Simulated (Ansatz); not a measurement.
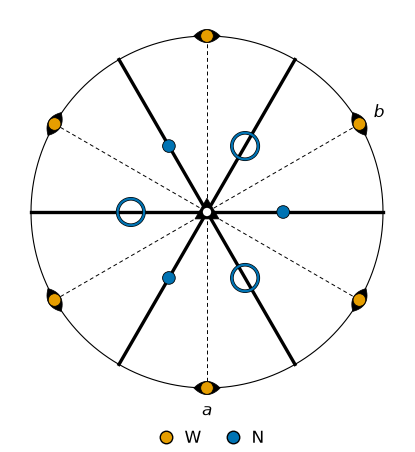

Directions from one tungsten atom at (0, 0, 0) to its bonded neighbours, in stereographic projection down c (filled: above the plane of the page or in it, open: below). Crystal: W3N2, coordinates from a relaxation with DFT PBE, scalar-relativistic, plane waves, PAW in Ansatz; the starting structure was generated, so it need not be a known form of this composition. Geometry calculated from the standardised cell; symmetry tolerance 0.002 Å.

Neighbours are counted up to 2.98 Å for W, 2.78 Å for N. The symmetry elements of the site are drawn in: heavy lines are mirror planes (a heavy rim: a mirror in the plane of the page); lens, triangle, square and hexagon are 2-, 3-, 4- and 6-fold axes, a lens in an open square is −4, a triangle in an open hexagon −6; thin dashed diameters join the ends of axes that lie in the page; a small open circle marks inversion.

```
CELL_PARAMETERS angstrom
2.81027 0.00000 0.00000
-1.40513 2.43376 0.00000
0.00000 0.00000 25.24782
ATOMIC_POSITIONS crystal
W 0.00000 0.00000 0.00000
W 0.33333 0.66667 0.88261
W 0.00000 0.00000 0.78405
N 0.66667 0.33333 0.72702
N 0.66667 0.33333 0.93965
W 0.66667 0.33333 0.33333
W 0.00000 0.00000 0.21595
W 0.66667 0.33333 0.11739
N 0.33333 0.66667 0.06035
N 0.33333 0.66667 0.27298
W 0.33333 0.66667 0.66667
W 0.66667 0.33333 0.54928
W 0.33333 0.66667 0.45072
N 0.00000 0.00000 0.39368
N 0.00000 0.00000 0.60632
```

How many neighbours are there, and at what angles?

12: 6 N at 2.23 Å, 6 W at 2.81 Å. Angles between bonds: 51° (12×), 60° (6×), 78° (6×), 90° (12×), 102° (6×), 120° (6×), 129° (12×), 180° (6×).

What is the site's symmetry in the crystal?

Point group -3m (D3d), order 12: one threefold axis, three twofold axes, three mirror planes, an inversion centre. In R-3m (No. 166, hexagonal axes) this is Wyckoff position 3a.
